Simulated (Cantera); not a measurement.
Feed: 1 mol SiH₄, 43 mol NH₃, 33 mol N₂, at 15.0 Pa.

Equilibrium computed with Cantera from the NASA thermochemical tables; the gas is ideal and each condensed phase is pure. Candidate condensed phases: Si, Si₃N₄; 18 gas species. The numbers say what is thermodynamically allowed, not how fast it happens.

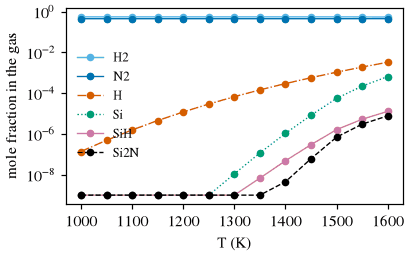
Fig. 1. Equilibrium gas composition (values under 1e-9 drawn at 1e-9)

From 1000 K to 1500 K the condensed part is Si₃N₄(s). From 1550 K to 1600 K the condensed part is Si(s).
